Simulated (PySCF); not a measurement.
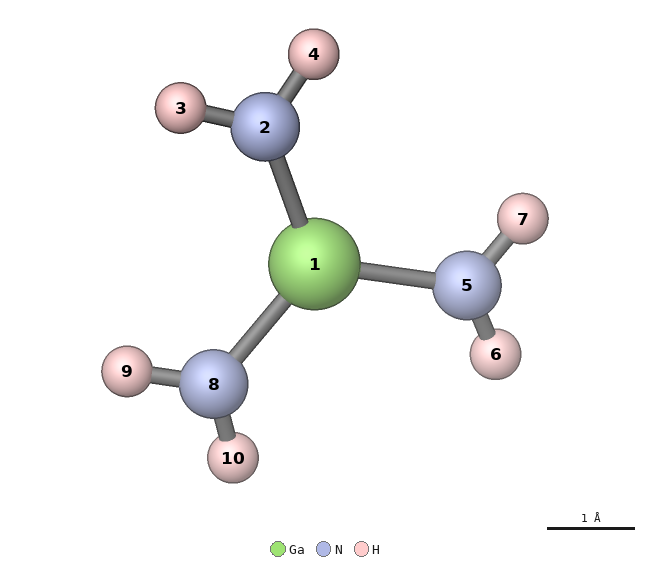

Orthographic view. Depth is shown by fading: the farther an atom, the more it takes the colour of the background. Computed geometry: PBE0-D3(BJ)/def2-SVP optimisation. No frequency run is at hand to confirm it as a minimum.

Write the connection table.

Ga1: N2, N5, N8
N2: Ga1, H3, H4
H3: N2
H4: N2
N5: Ga1, H6, H7
H6: N5
H7: N5
N8: Ga1, H9, H10
H9: N8
H10: N8
